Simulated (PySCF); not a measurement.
## C$_{3}$H$_{6}$F$_{2}$O: spin–spin coupling calculation

The run: spin–spin coupling calculation of C$_{3}$H$_{6}$F$_{2}$O, SMILES COC(C)(F)F. Method and program: X3LYP/Sadlej pVTZ indirect spin-spin coupling, non-relativistic, IEF-PCM chloroform (PySCF 2.14.0).

The geometry comes from this level: GFN2-xTB. It belongs to a series of runs on one base structure; here: solvent chloroform; X3LYP/Sadlej pVTZ. Figures and captions count atoms from 1; the log counts them from 0 in places.

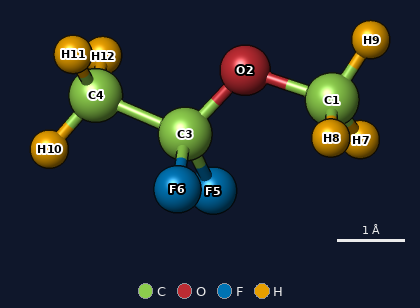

Figure 1. The structure (ball-and-stick view, seen at a tilt; atoms are numbered from 1 in the order of the input). Bond lengths as drawn: C–C 1.51 Å, C–F 1.38 Å, C–H 1.09 Å and C–O 1.34 to 1.43 Å.

**Results in brief**

```tsv
quantity	value
outcome	converged
total energy	−392.825954 hartree
HOMO	−8.71 eV
LUMO	−0.07 eV
dipole moment	1.38 D
hardware	1 CPU thread, shared host
wall time	38 s
peak memory	0.87 GiB
```

**Remarks**

Settings chosen away from the usual ones: solvent chloroform; X3LYP/Sadlej pVTZ.

**The input**
```
{"job": {"kind": "j", "xc": "X3LYP", "basis": "Sadlej pVTZ", "solvent": "chloroform"}, "charge": 0, "multiplicity": 1}
C     -1.821489     0.069688     0.610701
O     -0.487874     0.561804     0.463512
C      0.382704    -0.267999    -0.130440
C      1.759326     0.354166    -0.233616
F      0.456452    -1.469310     0.535291
F     -0.060625    -0.642012    -1.377443
H     -1.831563    -0.833817     1.223700
H     -2.262863    -0.140669    -0.365576
H     -2.368363     0.866485     1.106338
H      2.430591    -0.348405    -0.719398
H      1.688605     1.267060    -0.816536
H      2.116297     0.582322     0.765699
```

The first line tells a small driver script what to run in PySCF; the rest is the geometry in Å.

Command:
```bash
OMP_NUM_THREADS=1 python <driver script> task.json out
```

**The program's output**
```
coarse grid: 10240 points
cycle   1  E = -392.6726035852  dE =  7.567e-01  |g| = 8.911e-01  |ddm| = 1.116e+01
cycle   2  E = -392.5237736397  dE =  1.488e-01  |g| = 1.323e+00  |ddm| = 2.925e+00
cycle   3  E = -392.8135521055  dE = -2.898e-01  |g| = 6.746e-02  |ddm| = 1.753e+00
cycle   4  E = -392.8143421312  dE = -7.900e-04  |g| = 3.333e-02  |ddm| = 3.177e-01
cycle   5  E = -392.8145940856  dE = -2.520e-04  |g| = 5.358e-03  |ddm| = 1.025e-01
cycle   6  E = -392.8145987162  dE = -4.631e-06  |g| = 2.467e-03  |ddm| = 1.272e-02
final grid: 100272 points
cycle   7  E = -392.8259451521  dE = -2.659e-05  |g| = 6.735e-03  |ddm| = 2.849e-01
cycle   8  E = -392.8259379137  dE =  7.238e-06  |g| = 9.262e-03  |ddm| = 4.631e-02
cycle   9  E = -392.8259538915  dE = -1.598e-05  |g| = 8.018e-04  |ddm| = 1.758e-02
cycle  10  E = -392.8259540110  dE = -1.195e-07  |g| = 2.103e-04  |ddm| = 1.961e-03
cycle  11  E = -392.8259540188  dE = -7.752e-09  |g| = 8.103e-05  |ddm| = 4.854e-04
cycle  12  E = -392.8259540198  dE = -1.008e-09  |g| = 1.741e-05  |ddm| = 1.461e-04
cycle  13  E = -392.8259540198  dE = -5.332e-11  |g| = 3.385e-06  |ddm| = 3.671e-05
```

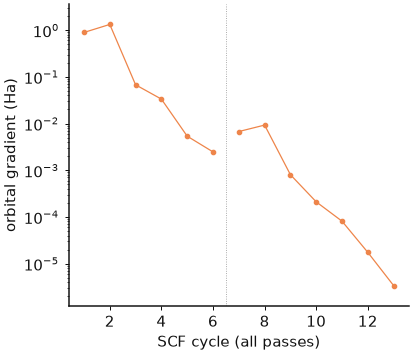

Figure 2. Convergence of the self-consistent field: orbital gradient against the SCF cycle. The dotted line marks the change from a coarse to the final integration grid. The first 6 cycles use a coarse grid, the final grid takes over at cycle 7, and the field converges after 13 cycles in all.

```
converged SCF energy = -392.8259540198

Indirect spin-spin couplings (Hz)
  i      j    bonds     total        FC       PSO       DSO        SD
  0 C    1 O    1     23.501    25.259    -1.618    -0.139         -
  0 C    2 C    2     -2.554    -2.435    -0.130     0.010         -
  0 C    3 C    3      1.703     1.740     0.070    -0.107         -
  0 C    4 F    3      8.847     9.392    -0.638     0.027     0.066
  0 C    5 F    3      8.827     9.361    -0.628     0.027     0.067
  0 C    6 H    1    138.542   137.834    -0.165     0.873         -
  0 C    7 H    1    138.565   137.857    -0.164     0.873         -
  0 C    8 H    1    143.209   142.526    -0.103     0.785         -
  0 C    9 H    4      1.875     2.010     0.310    -0.445         -
  0 C   10 H    4     -0.177    -0.075     0.235    -0.337         -
  0 C   11 H    4     -0.178    -0.076     0.235    -0.337         -
  1 O    2 C    1     34.370    29.793     4.801    -0.223         -
  1 O    3 C    2    -13.690   -13.928     0.254    -0.016         -
  1 O    4 F    2      5.124     2.855     5.616     0.016    -3.363
  1 O    5 F    2      5.132     2.847     5.629     0.016    -3.360
  1 O    6 H    2     -1.733    -1.251    -0.541     0.058         -
  1 O    7 H    2     -1.749    -1.267    -0.540     0.058         -
  1 O    8 H    2    -12.927   -12.209    -0.717    -0.001         -
  1 O    9 H    3     -9.408    -9.594    -0.080     0.266         -
  1 O   10 H    3     -0.882    -0.821     0.003    -0.064         -
  1 O   11 H    3     -0.878    -0.816     0.003    -0.064         -
  2 C    3 C    1     60.790    61.925    -1.490     0.355         -
  2 C    4 F    1   -332.688  -325.900   -17.970     1.397     9.785
  2 C    5 F    1   -332.622  -325.831   -17.970     1.397     9.781
  2 C    6 H    3      1.447     1.556    -0.176     0.068         -
  2 C    7 H    3      1.410     1.519    -0.174     0.065         -
  2 C    8 H    3      8.791     8.915     0.378    -0.501         -
  2 C    9 H    2     -7.364    -7.334    -0.275     0.245         -
  2 C   10 H    2     -5.048    -5.068    -0.239     0.259         -
  2 C   11 H    2     -5.057    -5.077    -0.239     0.259         -
  3 C    4 F    2     31.759    35.312    -3.841     0.001     0.288
  3 C    5 F    2     31.761    35.313    -3.840     0.001     0.288
  3 C    6 H    4     -0.323    -0.212     0.252    -0.363         -
  3 C    7 H    4     -0.323    -0.212     0.251    -0.362         -
  3 C    8 H    4     -0.332    -0.245     0.266    -0.354         -
  3 C    9 H    1    127.011   125.534     0.635     0.841         -
  3 C   10 H    1    124.956   123.477     0.643     0.836         -
  3 C   11 H    1    124.955   123.475     0.643     0.836         -
  4 F    5 F    2     75.496    68.637   -37.481    -0.018    44.359
  4 F    6 H    4      0.328     0.768    -1.549     1.384    -0.275
  4 F    7 H    4      0.708     0.967     0.654    -0.564    -0.350
  4 F    8 H    4     -0.242     0.894     0.559    -1.482    -0.213
  4 F    9 H    3      2.573     3.609    -0.668     0.122    -0.490
  4 F   10 H    3     29.329    31.298     0.154    -2.073    -0.050
  4 F   11 H    3     -0.741    -0.195    -0.130    -0.033    -0.383
  5 F    6 H    4      0.718     0.973     0.646    -0.553    -0.349
  5 F    7 H    4      0.314     0.754    -1.543     1.377    -0.273
  5 F    8 H    4     -0.273     0.860     0.566    -1.486    -0.213
  5 F    9 H    3      2.587     3.623    -0.669     0.123    -0.490
  5 F   10 H    3     -0.704    -0.160    -0.128    -0.034    -0.382
  5 F   11 H    3     29.348    31.318     0.154    -2.073    -0.051
  6 H    7 H    2     -8.792    -8.285     1.629    -2.136         -
  6 H    8 H    2    -10.747   -10.114     1.819    -2.451         -
  6 H    9 H    5     -0.509    -0.146     1.070    -1.432         -
  6 H   10 H    5     -0.232     0.166     1.181    -1.579         -
  7 H    8 H    2    -10.743   -10.111     1.819    -2.451         -
  7 H    9 H    5     -0.510    -0.147     1.070    -1.432         -
  7 H   11 H    5     -0.231     0.167     1.180    -1.578         -
  8 H    9 H    5     -0.357     0.055     1.197    -1.609         -
  8 H   10 H    5     -0.213     0.018     0.726    -0.957         -
  8 H   11 H    5     -0.213     0.017     0.725    -0.955         -
  9 H   10 H    2    -12.007   -11.521     1.885    -2.371         -
  9 H   11 H    2    -11.994   -11.508     1.886    -2.373         -
 10 H   11 H    2    -12.602   -12.128     1.888    -2.363         -
```
